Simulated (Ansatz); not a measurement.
| atom | x (Å) | y (Å) | z (Å) |
| --- | --- | --- | --- |
| Ga | -0.1477 | 0.0475 | -1.0851 |
| C | 1.5132 | -0.0305 | 1.6289 |
| H | 0.5268 | -0.5149 | 1.6582 |
| H | 2.1509 | -0.4664 | 2.4101 |
| H | 1.3918 | 1.0457 | 1.8125 |
| H | 2.0000 | -0.1867 | 0.6497 |
| H | -1.3777 | 0.1053 | 0.0633 |

Theory: RKS PBE0/def2-SVP (Ansatz).

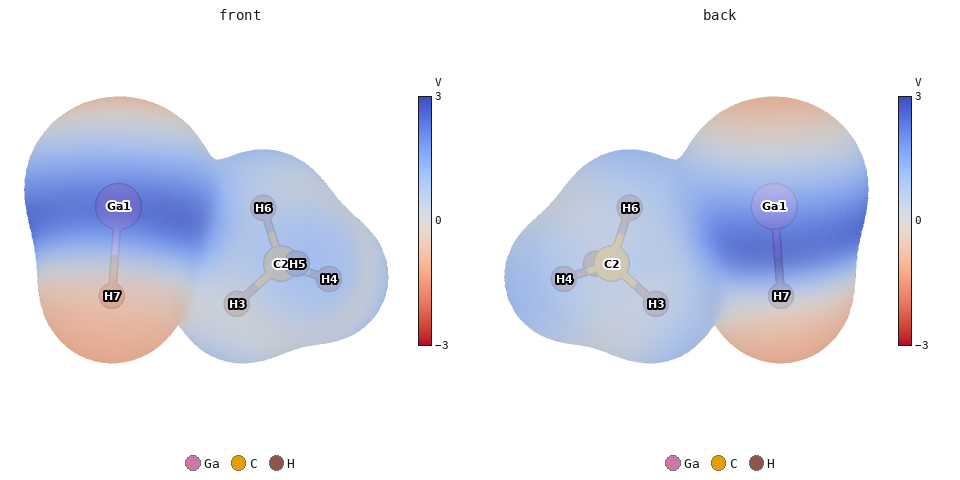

GaH···CH4. The electrostatic potential painted on the density surface at 0.004 e/bohr³, seen from the front and from behind; red is negative and blue positive.

> Where is the surface potential most negative and most positive?

The most negative region (about −1.0 V) lies over H7, the most positive (about +2.6 V) over Ga1.
